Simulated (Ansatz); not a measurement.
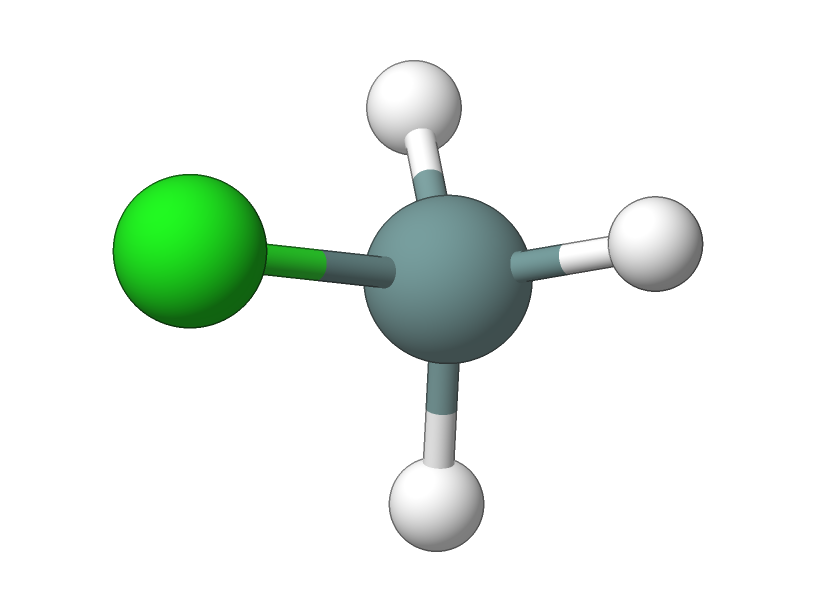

Ball-and-stick drawing of a structure. Every bond is drawn as one stick, whatever its order. Colours: germanium teal, chlorine green, hydrogen white.

Computed geometry: PBE0-D4/def2-TZVP optimisation.

Description:

It has 5 atoms: 1 chlorine, 1 germanium and 3 hydrogen (ClGeH₃). The point group is C3v. Coordination: 1 Ge tetrahedral.

More results for the same structure follow; atom numbers are the same in all pictures, views and colours differ.

**Shape**

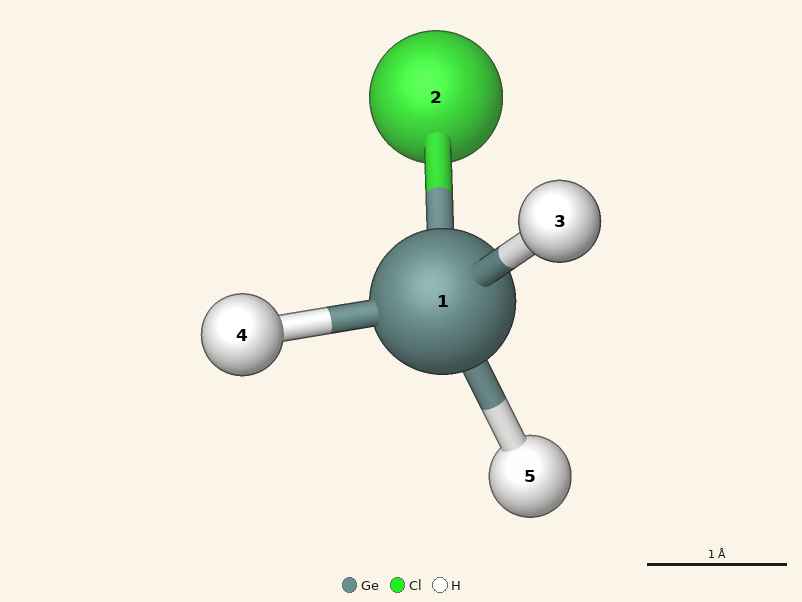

The atoms are numbered.

Which atoms are bonded, and how long are the bonds?

| bond | length (Å) |
| --- | --- |
| Ge1–Cl2 | 2.155 |
| Ge1–H3 | 1.532 |
| Ge1–H4 | 1.532 |
| Ge1–H5 | 1.532 |

**Thermal motion**

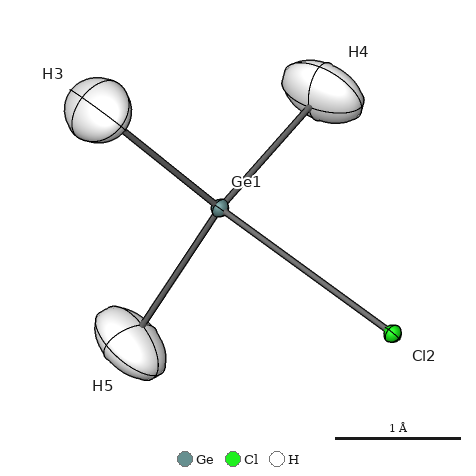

Displacement ellipsoids at the 50 % level, enlarged 1.5 times, from the internal vibrations of the free molecule (harmonic, no overall translation or rotation; no half-axis is drawn under 0.075 Å). Vibrations computed with RKS PBE0-D4/def2-TZVP (Ansatz 0.2.0). Temperature: 298 K.

List U_eq and the three principal root-mean-square amplitudes for each kind of atom.

```tsv
atom	U_eq (Å²)	rms amplitudes (Å)
Ge1	0.00009	0.005, 0.005, 0.015
Cl2	0.00034	0.004, 0.004, 0.031
H3, H4, H5	0.0157	0.087, 0.116, 0.161
```

**Dipole moment**

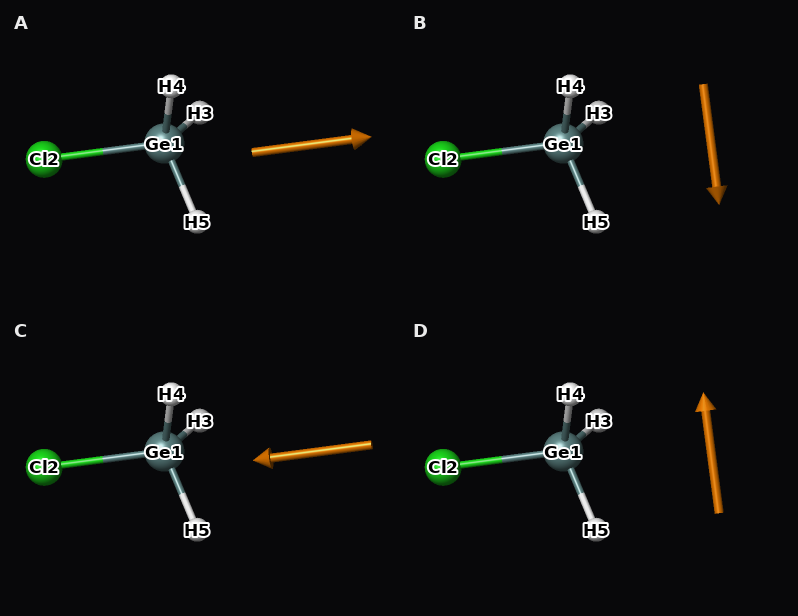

The same molecule four times, each with an arrow. Method: RKS PBE0-D4/def2-TZVP (Ansatz 0.2.0).

**Which arrow points along the dipole moment, from the negative to the positive end?**

A. The dipole moment is 1.97 D; it points from the side of Cl2 to the side of H3, H4, H5 (the outermost atoms at the two ends).

**Vibrations**

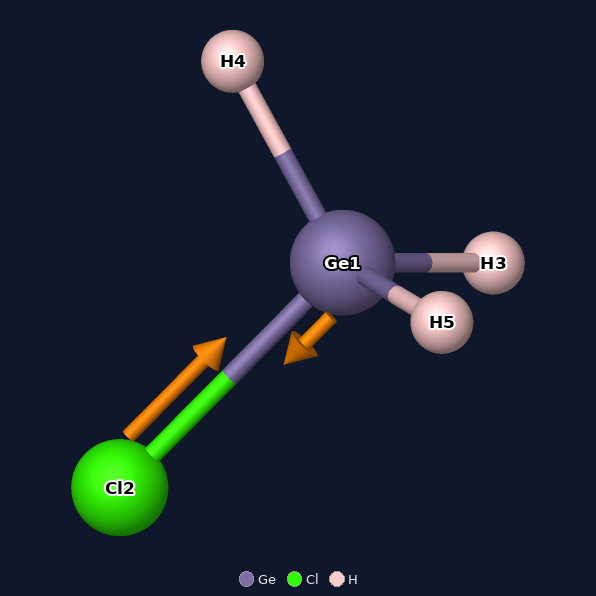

The arrows show one normal mode. Harmonic vibrations computed with RKS PBE0-D4/def2-TZVP (Ansatz 0.2.0) at a stationary point of the same level.

**Describe the motion.**

Mostly Ge–Cl stretching.

**At what wavenumber does it lie?**

427 cm⁻¹; it is mode 1 of 9 counted from the lowest.

**Electronic properties**

Method: RKS PBE0-D4/def2-TZVPP (Ansatz 0.2.0).

Predict the main results.

- HOMO energy (Kohn–Sham orbital): −8.78 eV
- LUMO energy (Kohn–Sham orbital): −0.28 eV
- HOMO–LUMO gap: 8.49 eV
